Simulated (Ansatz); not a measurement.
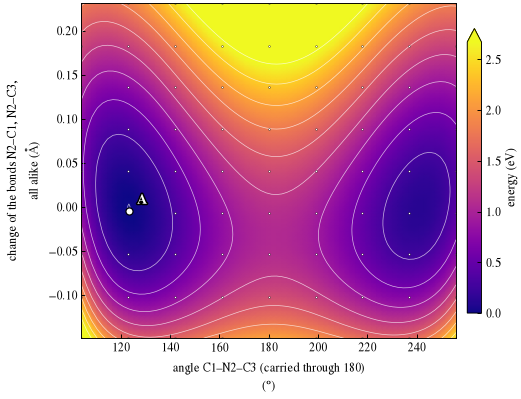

C₃H₉NSi, SMILES CN=CC[SiH3]. Coordinates scanned: (1) angle C1–N2–C3 (carried through 180); (2) change of the bonds N2–C1, N2–C3, all alike. Nothing is relaxed (all other coordinates rigid). Grid: 9 × 9 points. Points are written as (first, second). All energies are given in eV relative to the lowest grid point. Level of theory: RKS B3LYP-D4/def2-SVP in Ansatz 0.2.0.

The picture shows a smooth colour map with a few white contour lines, dots at the grid points, one colour for all values above the top of the scale, the point A. Between grid points the surface is interpolated.

What is the easiest way out of the well at A, and how high is the barrier?

The easiest path leads from the well at (123°, −0.007 Å) to the well at about (240°, 0.00 Å), about 0.12 eV higher. Its highest point lies about 1.1 eV above the bottom of the first well on the interpolated surface, at about (180°, −0.03 Å). Seen from the upper well the barrier is about 0.95 eV. The start is the relaxed structure and all else is held, so a fully relaxed path at this level can only be lower.

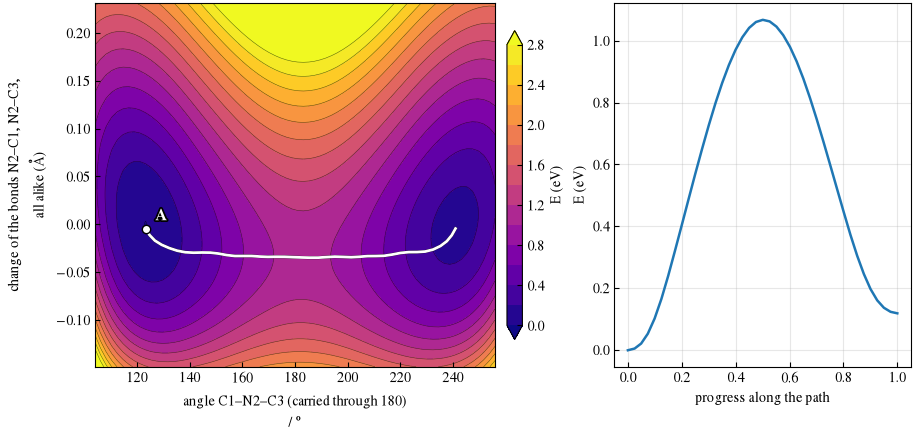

The picture shows filled contours, a line along the lowest path, one colour for all values above the top of the scale, the energy along the path at the right. Between grid points the surface is interpolated.
